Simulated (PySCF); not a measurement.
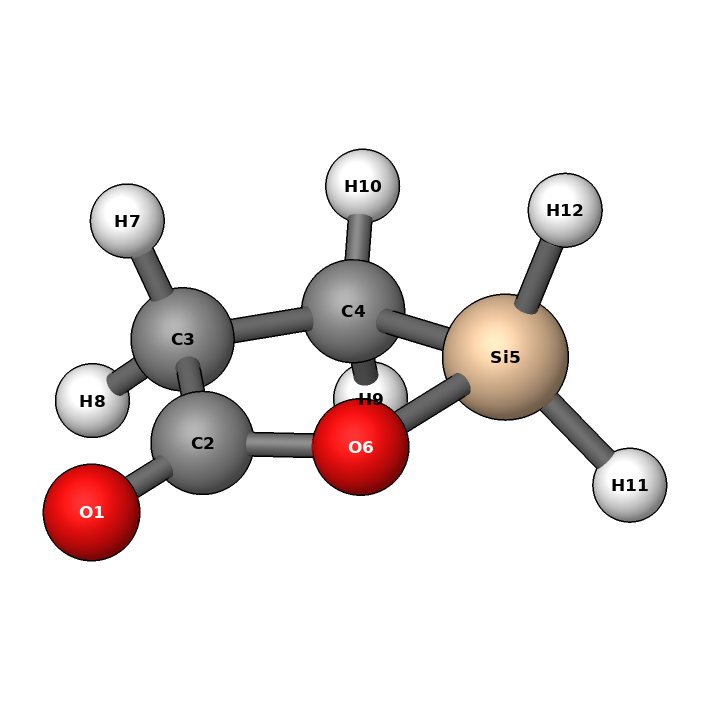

Computed geometry: GFN2-xTB optimisation. No frequency run is at hand to confirm it as a minimum. Properties computed with GIAO PBE0/pcSseg-1 NMR shielding, non-relativistic, gas phase (PySCF 2.14.0). Principal shieldings σ11 ≤ σ22 ≤ σ33, span Ω = σ33 − σ11, skew κ = 3(σiso − σ22)/Ω.

Question: Which O atom has the most anisotropic shielding?

Answer: O1, with a span of 717 ppm.

Give the shielding tensors of the O atoms.

| atom | σ11 | σ22 | σ33 | σiso | Ω | κ |
| --- | --- | --- | --- | --- | --- | --- |
| O1 | −424.7 | −245.1 | 292.8 | −125.7 | 717.5 | 0.50 |
| O6 | −73.8 | 215.2 | 256.7 | 132.7 | 330.4 | −0.75 |

Shieldings and span in ppm.

The geometry is semi-empirical. Around Si such bond lengths and angles can be off by a tenth of an ångström or more and by several degrees, and values that hang on the shape move with them.
